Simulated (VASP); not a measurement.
Input:

```yaml
crystal:
  lattice:
    - [4.45550, 0.00000, 0.00000]
    - [0.00000, 4.45550, 0.00000]
    - [0.00000, 0.00000, 6.25540]
  atoms:
    - { symbol: Cd, position: [0.50000, 0.00000, 0.76752] }
    - { symbol: Cd, position: [0.00000, 0.50000, 0.23248] }
    - { symbol: Te, position: [0.00000, 0.00000, 0.50000] }
    - { symbol: Se, position: [0.50000, 0.50000, 0.00000] }
```

All values below come from PBEsol GGA, VASP's PBE PAW potentials (set 64) (plane waves; VASP). Settings: 400 eV cut-off, 6×6×4 Γ-centred mesh, tetrahedra with Blöchl corrections, potentials Cd Te Se.

Unless said otherwise, spin-orbit coupling is left out, though it shifts the bands of the heavy elements here.

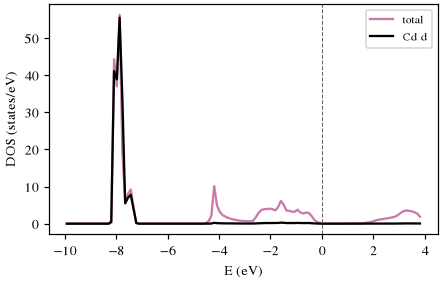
Fig. 1. Total and projected density of states, zero at the valence-band maximum

Within 2 eV below the valence-band maximum the largest weight inside VASP's projection spheres is Te p, then Se p.

The gap is direct, 0.41 eV, from the valence maximum at Γ to the conduction minimum at Γ.

The structure comes from a computed database's Cd2TeSe entry (P-4m2); how it stands against other phases isn't given here. It was relaxed first.
